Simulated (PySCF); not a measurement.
# A workflow on C3H2F+ (SMILES Fc1c[cH+]1)

We compute a geometry optimisation (HF/pcSseg-1), then vibrational wavenumbers, then the energy (CCSD(T)/cc-pVDZ-DK), then the excited states (TDA-TPSS0/STO-6G) of C3H2F+. Input form: a Python script.

The calculation is run with PySCF 2.14.0.

## 1. The structure to begin with

C3H2F+: 6 atoms, total charge +1, spin state singlet. SMILES: `Fc1c[cH+]1`. All atoms were displaced at random from a relaxed shape. The run starts from this shape.

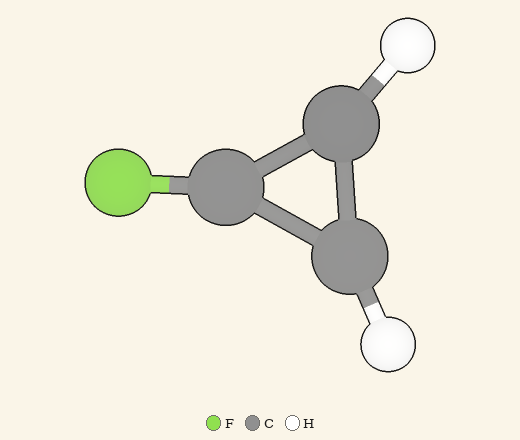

Viewed from a chosen angle; fluorine green, carbon grey, hydrogen white.

## 2. A geometry optimisation at HF/pcSseg-1 (run 1)

The input, input.xyz:

```xyz
6

F     -0.431778    -1.785905     0.817607
C     -0.199260    -0.761880     0.327155
C      0.638949     0.023401    -0.517731
C     -0.431865     0.734654     0.136067
H      1.573472     0.325629    -1.029245
H     -1.136096     1.479364     0.282916
```

The input, run.py:

```python
from pyscf import gto, scf
from pyscf.geomopt.geometric_solver import kernel as optimise

mol = gto.M(
    atom='input.xyz',
    charge=1,
    basis='pcsseg-1',
    verbose=3,
    spin=0,
    max_memory=1860,
)

mf = scf.RHF(mol)
converged, mol_eq = optimise(mf, maxsteps=100, convergence_set='GAU_TIGHT')
print('converged:', converged)
print(mol_eq.tostring())

mf.reset(mol_eq)
mol = mol_eq
mf.kernel()
etot = mf.e_tot
print('Final energy', etot)
```

Launch:

```bash
$ OMP_NUM_THREADS=1 python run.py
```

Output:

```text
convergence_set           GAU_TIGHT
[... 59 lines left out ...]
WARN: Mole.unit (angstrom) is changed to Bohr
[... 24 lines left out ...]
converged SCF energy = -213.792243971225
[... 68 lines left out ...]
converged SCF energy = -213.798343010195
[... 68 lines left out ...]
converged SCF energy = -213.798589918748
[... 68 lines left out ...]
converged SCF energy = -213.798590716681
[... 58 lines left out ...]
Converged! =D
[... 1 line left out ...]
converged: True
F          -0.42919102       -1.77859678        0.79174124
C          -0.16026611       -0.66832499        0.29996845
C           0.65117469        0.10194959       -0.43835019
C          -0.47219904        0.62353499        0.12485169
H           1.52918318        0.25676128       -1.04111300
H          -1.10527969        1.47993890        0.27967081
converged SCF energy = -213.798590734633
Final energy -213.7985907346328
```

It took 54 s on 1 thread of Intel Xeon Platinum 8259CL at 2.50GHz (Skylake/Cascade Lake), shared host; peak memory 0.18 GiB.

Step by step:

```tsv
step	energy from the first frame kept (eV)	largest force (eV/Å)
0	0.0000	14.3990
1	-1.3176	2.4254
2	-1.4424	0.9933
3	-1.4727	0.7791
4	-1.4836	0.3548
5	-1.4877	0.2216
6	-1.4901	0.1051
7	-1.4903	0.0202
8	-1.4903	0.0108
9	-1.4903	0.0057
10	-1.4903	0.0032
11	-1.4903	0.0005
12	-1.4903	0.0002
```

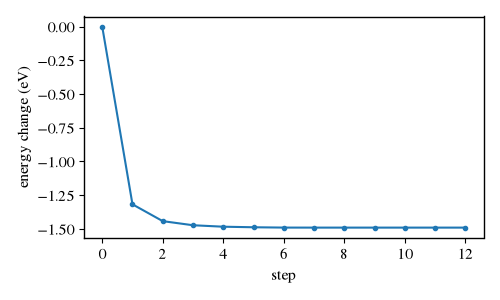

Energy along the run.

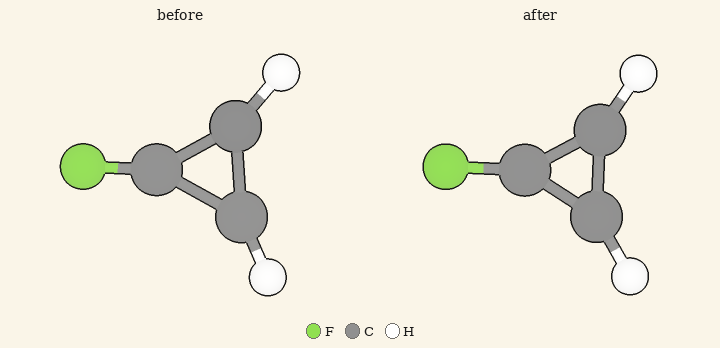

Before and after, at one scale.

After the run. Bond lengths: F1–C2 1.244 Å, C2–C3 1.340 Å, C2–C4 1.340 Å, C3–C4 1.361 Å, C3–H5 1.076 Å, C4–H6 1.076 Å. Angles: F1–C2–C3 149.5°, F1–C2–C4 149.5°, C3–C2–C4 61.0°, C2–C3–C4 59.5°, C2–C4–C3 59.5°, C2–C3–H5 152.3°, C4–C3–H5 148.2°, C2–C4–H6 152.3°, C3–C4–H6 148.2°.

## 3. Vibrational wavenumbers at HF/pcSseg-1 (run 2)

The input, start.xyz:

```xyz
6
C3H2F
F     -0.297680    -1.228988     0.544358
C     -0.028755    -0.118716     0.052585
C      0.782678     0.651580    -0.685720
C     -0.340701     1.173144    -0.122509
H      1.660693     0.806408    -1.288468
H     -0.973780     2.029545     0.032334
```

The input, run.py:

```python
import numpy
from pyscf import gto, scf, symm
from pyscf.hessian import thermo

mol = gto.Mole()
mol.atom = 'start.xyz'
mol.basis = 'pcsseg-1'
mol.max_memory = 1860
mol.charge = 1
mol.spin = 0
mol.verbose = 3
mol.build()

mf = scf.RHF(mol)
mf.kernel()

e_tot = mf.e_tot
print('Final energy', e_tot)
hess = mf.Hessian().kernel()
modes = thermo.harmonic_analysis(mol, hess)
print('frequencies (1/cm)', numpy.round(modes['freq_wavenumber'], 1))
symm.geom.TOLERANCE = 1e-3  # for the symmetry number
th = thermo.thermo(mf, modes['freq_au'], 298.15, 101325)
thermo.dump_thermo(mol, th)
```

Launch:

```bash
$ OMP_NUM_THREADS=1 python run.py
```

Output:

```text
converged SCF energy = -213.798590734706
Final energy -213.79859073470612
frequencies (1/cm) [ 526.3  531.1  922.6  983.9 1104.5 1105.9 1154.7 1486.1 1507.9 2039.1
 3400.6 3433.6]
temperature 298.1500 [K]
pressure 101325.00 [Pa]
Rotational constants [GHz] 31.10270 7.61116 6.11480
Symmetry number 2
Zero-point energy (ZPE) 0.04145 [Eh]   108838.266 [J/mol]
                           tot       elec      trans        rot        vib
Entropy [J/mol/K]       256.038      0.000    159.180     90.144      6.714
Cv [J/mol/K]             42.463      0.000     12.472     12.472     17.520
Cp [J/mol/K]             50.778      0.000     20.786     12.472     17.520
Internal energy [J/mol]                      3718.434   3718.434 110349.595
Internal energy [Eh]   -213.75373  -213.79859
Enthalpy [J/mol]                             6197.391   3718.434 110349.595
Enthalpy [Eh]          -213.75278
Gibbs free energy [J/mol]                  -41262.088 -23158.084 108347.887
Gibbs free energy [Eh] -213.78186
```

It took 44 s on 1 thread of Intel Xeon Platinum 8259CL at 2.50GHz (Skylake/Cascade Lake), shared host; peak memory 0.17 GiB.

## 4. The energy at CCSD(T)/cc-pVDZ-DK (sfX2C) (run 3)

The input, calc.py:

```python
from pyscf import gto, scf, cc

system = gto.M(
    atom='''
F   -0.429191  -1.778597   0.791741
C   -0.160266  -0.668325   0.299968
C    0.651175   0.101950  -0.438350
C   -0.472199   0.623535   0.124852
H    1.529183   0.256761  -1.041113
H   -1.105280   1.479939   0.279671
''',
    charge=1,
    max_memory=1860,
    verbose=4,
    spin=0,
    basis='cc-pvdz-dk',
)

calc0 = scf.RHF(system)
calc0 = calc0.x2c()
calc0.kernel()

mycc = cc.CCSD(calc0, frozen=4)
mycc.kernel()
e_t = mycc.ccsd_t()
e_final = mycc.e_tot + e_t
print('E = %.10f Eh' % e_final)
dip = calc0.dip_moment()
pop, q = calc0.mulliken_pop()
```

Launch:

```bash
$ OMP_NUM_THREADS=1 python calc.py
```

Output:

```text
PySCF version 2.14.0

[... 64 lines left out ...]
converged SCF energy = -213.979199339529
[... 12 lines left out ...]
Init t2, MP2 energy = -214.507108296926  E_corr(MP2) -0.527908957397223
[... 11 lines left out ...]
CCSD converged
[... 3 lines left out ...]
Dipole moment(X, Y, Z, Debye):  0.29184,  1.17276, -0.50062
[... 73 lines left out ...]
charge of    5H =      0.16461
```

Run time: 6.3 s. Hardware: 1 thread of Intel Xeon Platinum 8259CL at 2.50GHz (Skylake/Cascade Lake), shared host; peak memory 0.23 GiB.

## 5. The excited states at TDA-TPSS0/STO-6G (spin of roots singlet) (run 4)

The input, geometry.xyz:

```xyz
6

F     -0.429191    -1.778597     0.791741
C     -0.160266    -0.668325     0.299968
C      0.651175     0.101950    -0.438350
C     -0.472199     0.623535     0.124852
H      1.529183     0.256761    -1.041113
H     -1.105280     1.479939     0.279671
```

The input, run.py:

```python
from pyscf import gto, dft, tdscf

mol = gto.M(
    atom='geometry.xyz',
    max_memory=1860,
    basis='sto-6g',
    verbose=4,
    charge=1,
)

mf = dft.RKS(mol, xc='tpss0')
mf.kernel()

e_final = mf.e_tot
print('E(%s) = %.9f' % ('TPSS0', e_final))

td = mf.TDA()
td.nstates = 6
td.kernel()
td.analyze()
roots = td.e * 27.211386
osc = td.oscillator_strength()
print('state   eV      nm      f')
for i, (w, f) in enumerate(zip(roots, osc), 1):
    print('%3d %9.4f %8.1f %9.5f' % (i, w, 1239.842 / w, f))
```

Launch:

```bash
$ OMP_NUM_THREADS=1 python run.py
```

Output:

```text
PySCF version 2.14.0

[... 71 lines left out ...]
converged SCF energy = -214.186135847857
[... 26 lines left out ...]
** Transition electric dipole moments (AU) **
[... 8 lines left out ...]
** Transition velocity dipole moments (imaginary part, AU) **
[... 8 lines left out ...]
** Transition magnetic dipole moments (imaginary part, AU) **
state          X           Y           Z
  1        -0.7873      0.3655      0.3947
  2         0.1876      0.7744     -0.3430
  3        -0.2807     -1.1588      0.5133
  4         0.0743      0.0337      0.1168
  5        -0.7896      0.3666      0.3959
  6         0.0001     -0.0001     -0.0000
state   eV      nm      f
  1    7.3358    169.0   0.00086
  2    7.4909    165.5   0.00000
  3    9.0408    137.1   0.00000
  4    9.5937    129.2   0.09728
  5   10.3759    119.5   0.00147
  6   10.5749    117.2   0.21960
```

Wall time 15 s (1 thread of Intel Xeon Platinum 8259CL at 2.50GHz (Skylake/Cascade Lake), shared host); peak memory 0.3 GiB.

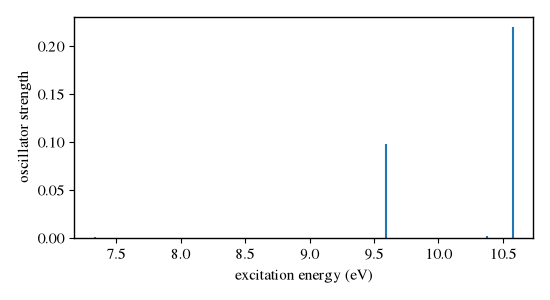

Vertical excitations as sticks.

The roots found:

```tsv
excited state	energy (eV)	strength
1	7.336	0.0009
2	7.491	0.0000
3	9.041	0.0000
4	9.594	0.0973
5	10.376	0.0015
6	10.575	0.2196
```

## 6. Outcome

```
                                                                     quantity             value
                                  run 1, HF/pcSseg-1: total energy at the end     -213.79859 Eh
                                              run 1, HF/pcSseg-1: HOMO energy         -20.95 eV
                                              run 1, HF/pcSseg-1: LUMO energy          -3.75 eV
                                            run 1, HF/pcSseg-1: HOMO–LUMO gap          17.20 eV
                               run 2, HF/pcSseg-1: lowest harmonic wavenumber          526 cm⁻¹
                              run 2, HF/pcSseg-1: highest harmonic wavenumber         3434 cm⁻¹
                                        run 2, HF/pcSseg-1: zero-point energy      108.8 kJ/mol
run 2, HF/pcSseg-1: ideal-gas entropy at 298.15 K (symmetry number 2 as used)  61.2 cal/(mol K)
                                      run 3, CCSD(T)/cc-pVDZ-DK: total energy     -214.54813 Eh
               run 3, CCSD(T)/cc-pVDZ-DK: HOMO energy (Hartree–Fock orbitals)         -20.93 eV
               run 3, CCSD(T)/cc-pVDZ-DK: LUMO energy (Hartree–Fock orbitals)          -3.55 eV
             run 3, CCSD(T)/cc-pVDZ-DK: HOMO–LUMO gap (Hartree–Fock orbitals)          17.37 eV
       run 3, CCSD(T)/cc-pVDZ-DK: correlation energy (4 core orbitals frozen)        -568.9 mEh
                                    run 3, CCSD(T)/cc-pVDZ-DK: (T) correction        -18.81 mEh
                                     run 3, CCSD(T)/cc-pVDZ-DK: T1 diagnostic             0.013
                   run 4, TDA-TPSS0/STO-6G: ground-state or mean-field energy     -214.18614 Eh
              run 4, TDA-TPSS0/STO-6G: HOMO energy (TPSS0 Kohn–Sham orbitals)         -16.29 eV
              run 4, TDA-TPSS0/STO-6G: LUMO energy (TPSS0 Kohn–Sham orbitals)          -7.04 eV
            run 4, TDA-TPSS0/STO-6G: HOMO–LUMO gap (TPSS0 Kohn–Sham orbitals)           9.25 eV
                    run 4, TDA-TPSS0/STO-6G: lowest singlet excitation energy           7.34 eV
```

In words: The optimisation (run 1, HF/pcSseg-1) took 12 steps and changed the energy by -1.490 eV. All 12 modes (run 2, HF/pcSseg-1) are real, so the shape is a minimum at this level. Mulliken charges (run 2, HF/pcSseg-1) run from -0.16 on F1 to +0.52 on C2; they depend strongly on the basis. The triples (run 3, CCSD(T)/cc-pVDZ-DK) make up 3.3 % of the correlation energy. The brightest of the 6 transitions from the ground state lies at 10.57 eV (117 nm, f = 0.220); the lowest, at 7.34 eV, has f = 0.001. Excitation energies in a minimal basis are rough.
